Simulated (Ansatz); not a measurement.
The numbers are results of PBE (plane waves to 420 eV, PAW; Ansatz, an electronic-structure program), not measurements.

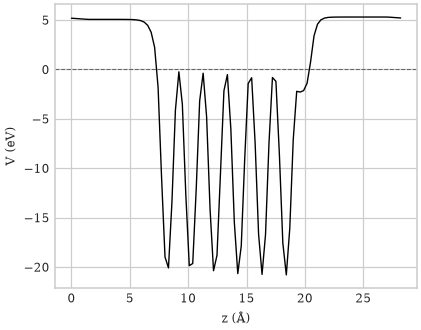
Fig. 1. Electrostatic potential energy of an electron, averaged over planes parallel to the surface, in eV from the Fermi level, for a constructed model of the (111) surface of fcc Ni, ferromagnetic, (√3x√3)R30° layer of S, one a cell, on the site that continues the host's stacking (bottom of the slab: a bare face, its two planes held)

Set-up: 19 atoms, 12.1 Å thick at the start; mesh 10x10x1; 0.1 eV smearing; dipole correction on; 6 atoms held, the rest relaxed; held to the start's symmetry, so lower structures may exist; spin-polarised, ending with about 10.7 μB a cell; orders that need a larger cell were not tried, no spin-orbit, no U. It is one candidate, not shown to be the stable structure of the face.

The vacuum level lies 5.30 eV above the Fermi level over the top face and 5.06 eV above it under the bottom face.
